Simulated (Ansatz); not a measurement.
System: Sc$_{2}$As$_{3}$Rh.

```
Sc As Rh
1.0
     4.39673    0.00000    0.00000
    -2.19837    3.80768    0.00000
     0.00000    0.00000    6.29623
Sc As Rh
2 3 1
Direct
  0.66667 0.33333 0.76095
  0.66667 0.33333 0.26132
  0.33333 0.66667 0.01203
  0.33333 0.66667 0.48892
  0.00000 0.00000 0.53403
  0.00000 0.00000 0.94275
```

Space group P3m1; a structure from a database of computed crystals, not necessarily the ambient phase; started from the Y2Ga3Cu-156 prototype, which need not be the ambient phase; computed without spin polarisation.

Theory: DFT, r2SCAN+rVV10, plane waves, PAW (Ansatz 0.2.0).

### What can the converged valence pseudo-density and electron localisation function tell about the bonding?

As–Rh (2.57 Å): ρ is about 0.44 e/Å³ halfway; the ELF is about 0.35 at the midpoint and 0.20 at its lowest between the atoms.
Sc–Rh (2.78 Å): ρ is about 0.29 e/Å³ halfway; the ELF is about 0.35 at the midpoint.
Sc–As (2.91 Å): the density is about 0.2 e/Å³ at the midpoint, with its minimum of 0.18 e/Å³ about 1.3 Å from Sc; the ELF is about 0.30 at the midpoint.
Sc–As (2.98 Å): the density is about 0.18 e/Å³ at the midpoint, with its minimum of 0.15 e/Å³ about 1.3 Å from Sc; the ELF is about 0.35 at the midpoint.

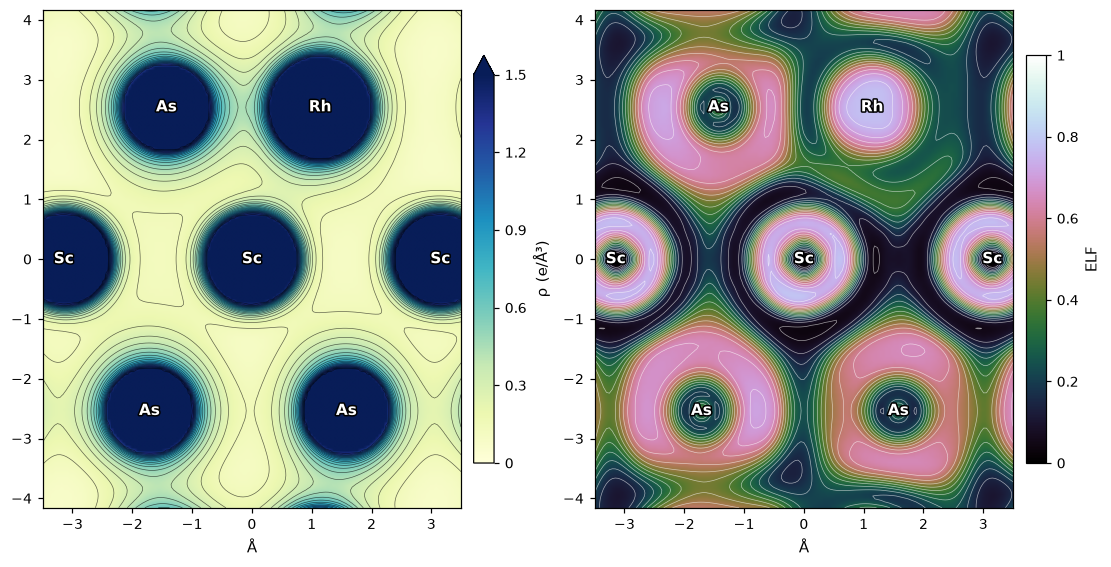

Computed valence pseudo-density and electron localisation function on the (110) plane of the conventional cell, in this order. 

In a PAW calculation such maps are meaningful between the atoms, not at the nuclei.
